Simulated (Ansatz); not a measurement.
The calculation's input:

```
crystal:
  periodic: [false, false, false]
  atoms:
    - {symbol: B, position_ang: [-0.368086, -0.287977, -0.602562]}
    - {symbol: Si, position_ang: [0.663504, 0.159380, 0.886133]}
    - {symbol: H, position_ang: [-0.131584, 0.624298, 2.071263]}
    - {symbol: H, position_ang: [1.835144, 1.046673, 0.581462]}
    - {symbol: H, position_ang: [-0.886959, -0.934694, -1.470929]}
basis:
  gaussian:
    orbitals: def2-TZVPD
hamiltonian:
  xc: {name: PBE0}
output: {forces: true, orbitals: {seedname: orbitals}}
```

Launched as:

```sh
ansatz run input.yaml --threads 1 --pin off --max-ram 2610MiB --events-out events.jsonl --progress --plain --runs-dir runs
```

Geometry: BLYP-D3(BJ)/def2-SVP.

All numbers below come from isolated molecule in a Gaussian basis; Kohn-Sham density functional theory, functional PBE0 (Ansatz 0.2.0).

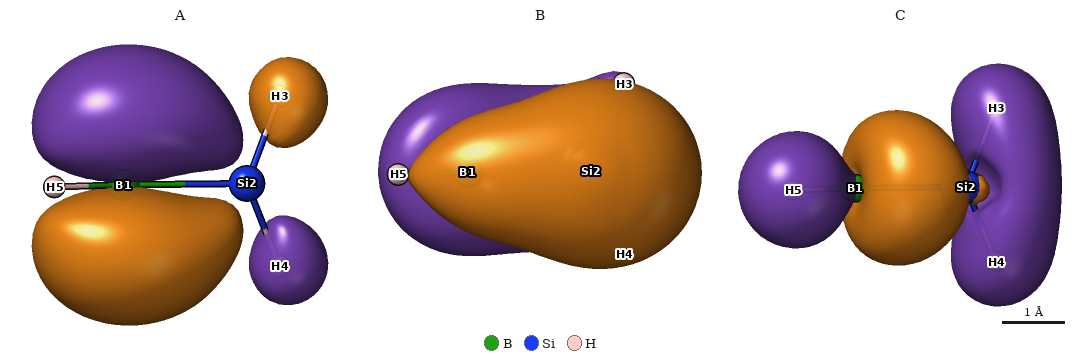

BH3Si (SMILES B=[SiH2]). Three frontier orbitals at ±0.1 Å⁻³ᐟ² (orange and purple are the two phases), in no order.

**Which picture is the HOMO−1, the HOMO and the LUMO?**

C is the HOMO−1 (−9.77 eV). Its weight (Hirshfeld) is mainly on Si2 (about 35 %), B1 (about 35 %), H5 (about 10 %), H3 (about 10 %) and H4 (about 10 %). B is the HOMO (−6.05 eV). By Hirshfeld shares it lies mainly on Si2 (about 55 %) and B1 (about 40 %); π-bonding across Si2–B1. A is the LUMO (−2.87 eV). It lies mainly on B1 (about 65 %), Si2 (about 20 %) and H5 (about 5 %).

**What is the HOMO–LUMO gap?**

3.18 eV between the orbital energies.
